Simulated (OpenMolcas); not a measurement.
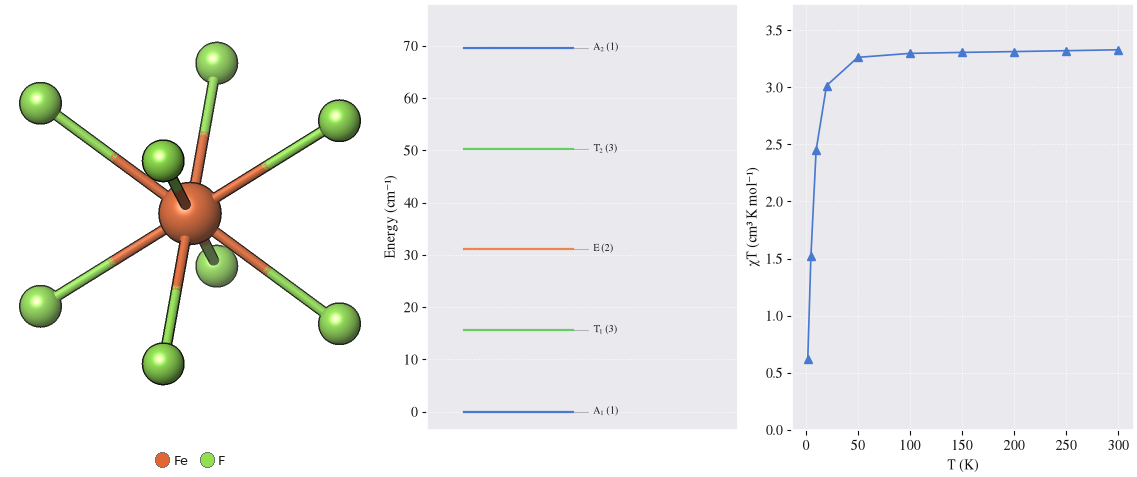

Fe²⁺ (3d⁶) as a dopant in SrF₂, a cluster with its 8 nearest F⁻ at 2.174 Å (cube) embedded in model potentials and point charges; the geometry was set, not optimised, and its levels and susceptibility. Labels give the representation in O, Td, D4 or D3 as the site allows (double group for half-integer spin) where it could be assigned and, in brackets, the degeneracy; spin-free states, where drawn, share the zero of the spin-orbit levels. Level of the calculation: state-averaged CASSCF, active space 6 electrons in the shell 3d, basis ANO-RCC-VDZP on all atoms, DKH2 scalar Hamiltonian, spin-orbit coupling by RASSI with atomic mean-field integrals (OpenMolcas). Powder susceptibility by Van Vleck's formula.

### Give the ground level and the first gap.

The ground level is A₁, non-degenerate, 100 % from states of spin multiplicity 5. The next level lies at 16 cm⁻¹ (T₁). χT is 0.624 cm³ K mol⁻¹ at 2 K and 3.33 at 300 K, an effective moment of 5.16 μB. The active orbitals hold 97 to 99 % metal character (Löwdin), and the Mulliken charge of the metal is +1.72.

Note: orbital doublet at a regular site, Jahn-Teller distortion not allowed for; small active space favours high spin, ground spin may be wrong; the geometry is set by hand, with no relaxation and no charge compensation.
